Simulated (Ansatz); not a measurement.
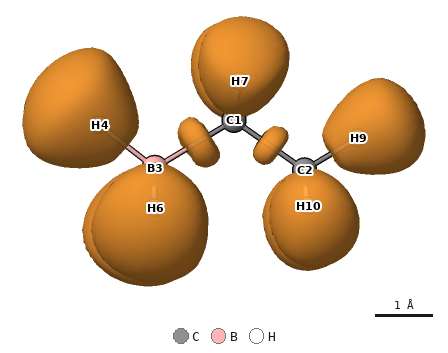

The picture shows: C2H8B (SMILES [BH3-]CC) (charge −1). Isosurface of the ELF at 0.85 (orange), seen across its widest extent. Core shells and regions of very low density are left out.

Geometry: B3LYP-D3(BJ)/def2-SVPD.

Level of theory: Ansatz, isolated molecule in a Gaussian basis; Kohn-Sham density functional theory, functional PBE0.

```xyz
11

C    -1.5911    1.5384    0.5320
C    -0.1841    1.7221   -0.0541
B    -2.3900    0.2201   -0.0482
H    -3.5262    0.1218    0.4642
H    -2.5182    0.3073   -1.2911
H    -1.7440   -0.8218    0.2090
H    -1.5039    1.4816    1.6366
H    -2.1745    2.4612    0.3338
H     0.3539    2.6094    0.3360
H     0.4392    0.8357    0.1556
H    -0.2340    1.8191   -1.1525
```

### Where are the electrons localised?

The surface consists of one region between bonded B–C atoms (shared pairs), one region between bonded C–C atoms (shared pairs) and eight regions around hydrogen nuclei.

Values along the shortest contacts:
C–C (1.54 Å): the ELF peaks at about 0.95 between the atoms: localised, covalent bonding. C–B (1.65 Å): the ELF peaks at about 0.95 between the atoms, as expected for a shared electron pair.
